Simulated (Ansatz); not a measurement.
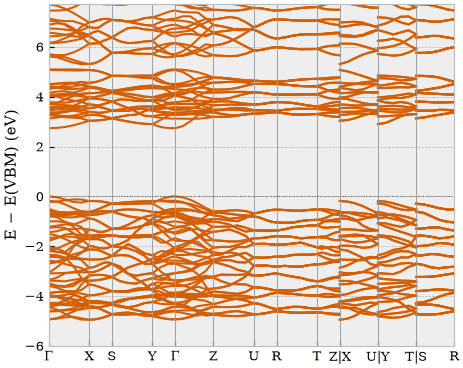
Figure. Band structure from r²SCAN in the plane-wave PAW code Ansatz

Question: Read off the gap and where the band edges lie.

Answer: About 2.7 eV (2.74 eV by a search for the band edges); maximum at Γ, minimum at Γ.

The material is TiO2 in space group Pbca (No. 61; Ti on 8c, O on 8c, O on 8c).

Symmetry was held in the r²SCAN relaxation; of distortions, only those at the zone centre were tested. No spin polarisation was allowed.

Potentials: the later of the program's two PAW sets.
